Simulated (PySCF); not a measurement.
SMILES [SiH2](F)C[Si](Cl)(Cl)Cl (CH₄Cl₃FSi₂) at its PBE0/def2-SVP optimised geometry (Å):

```
11

Si     1.0032    -1.1413    -0.4883
F      0.2529    -2.3840     0.2447
C      0.1469     0.4549     0.0000
Si    -1.7054     0.4549     0.0000
Cl    -2.4156     2.3840     0.0000
Cl    -2.4145    -0.4805    -1.6857
Cl    -2.4502    -0.4960     1.6521
H      0.9334    -1.3499    -1.9582
H      2.4156    -1.1218    -0.0186
H      0.4741     1.2392    -0.7063
H      0.4793     0.7648     1.0056
```

Computed with PBE0/def2-TZVP in PySCF. Cells within 0.4 Å of a nucleus heavier than hydrogen are left out (blank, or x).

Map of the Laplacian of the electron density (e/bohr⁵), clipped to [-1.50, 1.50] on the plane z = 0.0 Å:

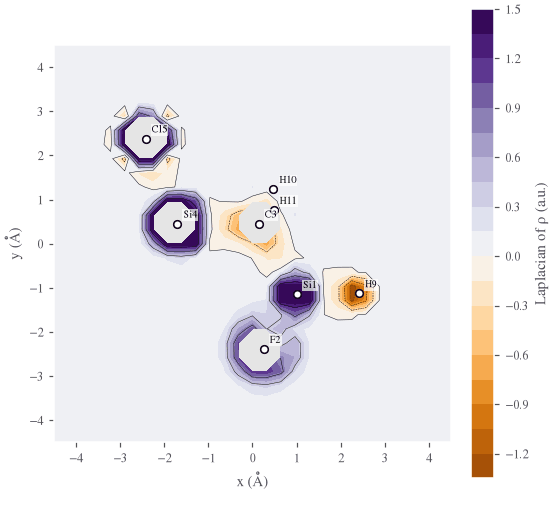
*Laplacian of the electron density (e/bohr⁵), clipped to [-1.50, 1.50] on the plane z = 0.0 Å.*
